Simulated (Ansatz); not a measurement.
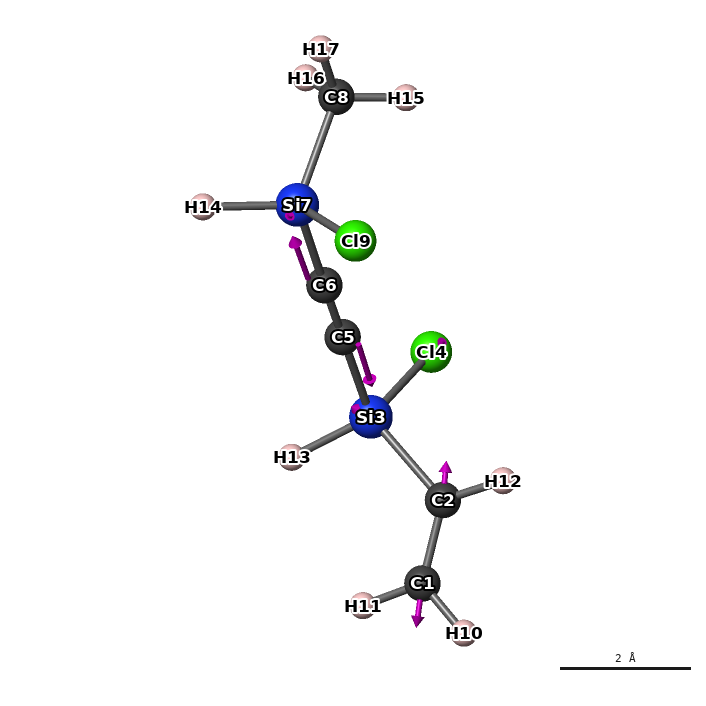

Arrows show the forces on the atoms, 2 Å of arrow for 1 eV/Å; forces under a tenth of the largest aren't drawn. Level of theory: r2SCAN-D4/def2-TZVPP (Ansatz 0.2.0).

Along which bond is the force strongest?

C5–C6, now 1.214 Å: the forces push its atoms apart, so a first step downhill lengthens it.
